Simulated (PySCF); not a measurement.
# C7H15PSi (SMILES C=CP1CC[SiH](C)CC1): what the fields show

Input

```
{"job": {"kind": "nmr", "xc": "PBE0", "basis": "pcSseg-1"}, "charge": 0, "multiplicity": 1}
C     -3.905250     0.722947    -0.560908
C     -2.990076    -0.146278    -0.162544
P     -1.285866    -0.140349    -0.816313
C     -0.649978     1.293402     0.192838
C      0.859285     1.438622     0.039908
Si     1.771486    -0.082236     0.735262
C      3.593624    -0.063004     0.211537
C      0.896247    -1.642122     0.080148
C     -0.616522    -1.524180     0.229394
H     -3.676058     1.485918    -1.287689
H     -4.914342     0.716042    -0.179520
H     -3.239070    -0.928105     0.546421
H     -0.923630     1.148082     1.242375
H     -1.166513     2.188341    -0.168674
H      1.094823     1.567327    -1.018822
H      1.186849     2.349668     0.545555
H      1.657784    -0.064674     2.209688
H      4.117672    -0.926542     0.605122
H      4.092434     0.823279     0.587040
H      3.702915    -0.072313    -0.868120
H      1.244691    -2.532333     0.608544
H      1.134207    -1.792750    -0.975136
H     -1.109249    -2.443991    -0.105290
H     -0.887198    -1.354986     1.276692
```

Run with:

```sh
OMP_NUM_THREADS=1 python probes_run.py task.json out
```

Geometry: GFN2-xTB.

Level of theory: PBE0/pcSseg-1, SCF density, gas phase, non-relativistic (PySCF 2.14.0).

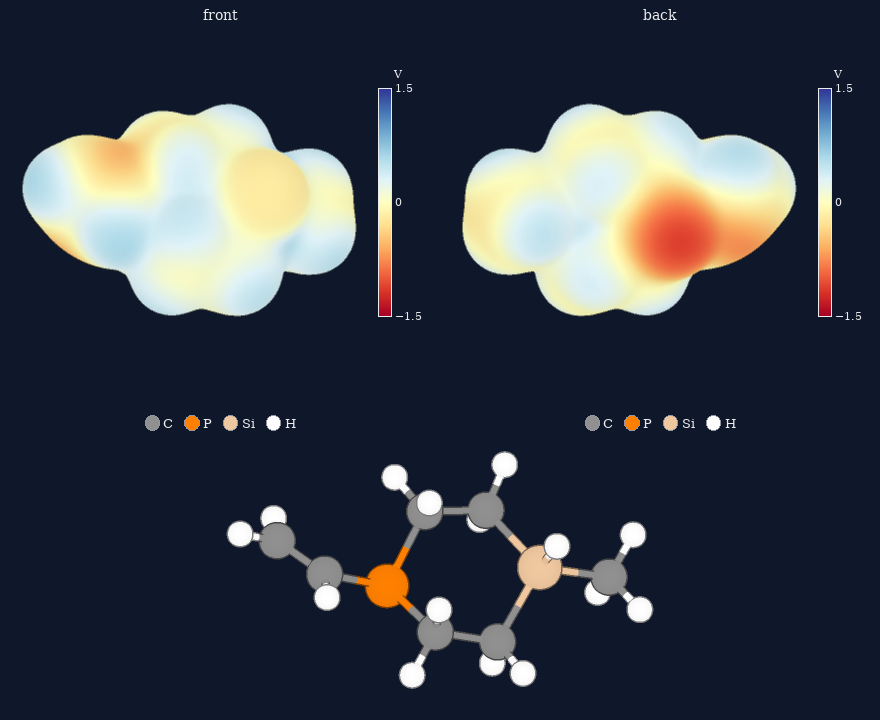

Figure 1. The electrostatic potential painted on the density surface at 0.001 e/bohr³, seen from the front and from behind; red is negative and blue positive. The bare structure is drawn below in the same view.

**Where is the surface potential most negative and most positive?**

The most negative region (about −1.1 V) lies over P3, the most positive (about +0.5 V) over H10, H11 and H12.

**What dipole moment does the calculation give?**

Its dipole moment is 0.85 D.

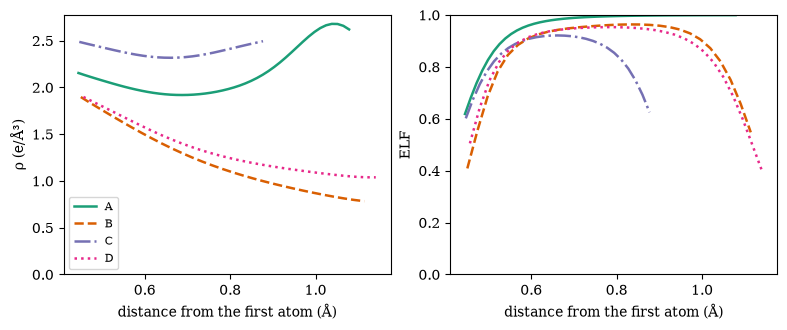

Figure 2. Electron density and electron localisation function along straight lines between neighbouring atoms. The curves leave out the atomic cores.

**Which curve belongs to which contact (C–C, C–H, C–P and C–Si)? The first atom named is at distance zero.**

Curve A: C–H (1.08 Å): ρ at the midpoint is about 2 e/Å³; the ELF climbs to about 1 towards the hydrogen, as it does in any bond to H; a covalent bond by its length. Curve B: C–Si (1.90 Å): ρ is about 0.92 e/Å³ halfway; the ELF peaks at about 0.95 between the atoms; localised, covalent bonding. Curve C: C–C (1.32 Å): ρ at the midpoint is about 2.3 e/Å³; the ELF peaks at about 0.90 between the atoms: a multiple bond. Curve D: C–P (1.83 Å): ρ at the midpoint is about 1.1 e/Å³; the ELF peaks at about 0.95 between the atoms (a covalent bond).
